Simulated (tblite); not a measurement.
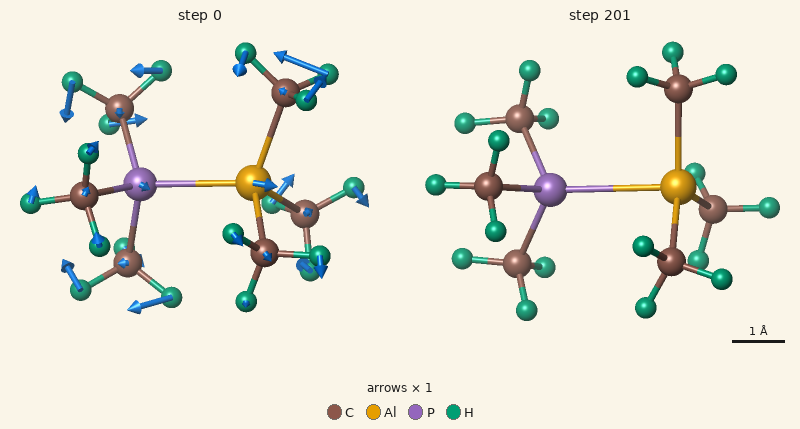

The structure of C₆H₁₈AlP before (left) and after (right) a relaxation, at one scale. The blue arrows give the displacements, at their true length.

A ball-and-stick model, seen at a tilt.

Theory: tblite, GFN2-xTB geometry optimisation, gas phase. 

**Describe what moved and what it gained.**

The largest move after the best rigid fit is that of an H atom, 1.17 Å. Largest moves by element: H 1.17 Å, Al 0.51 Å, P 0.23 Å, C 0.22 Å. Among the contacts that change: Al–P 2.279 → 2.576 Å, C–P 1.799 → 1.836 Å, C–H 1.115 → 1.089 Å, C–P 1.825 → 1.837 Å. Among the angles between lasting bonds that change: C–Al–P 113.8° → 95.6°, Al–P–C 105.8° → 119.1°, C–P–C 112.6° → 100.8°. Groups turn about C–P by about 55°, C–P by about 40°. Over 201 geometry steps the energy falls by 1.306 eV. Cost: 1.7 s on 1 thread of AMD EPYC 9R45 96-Core Processor, on a shared host.
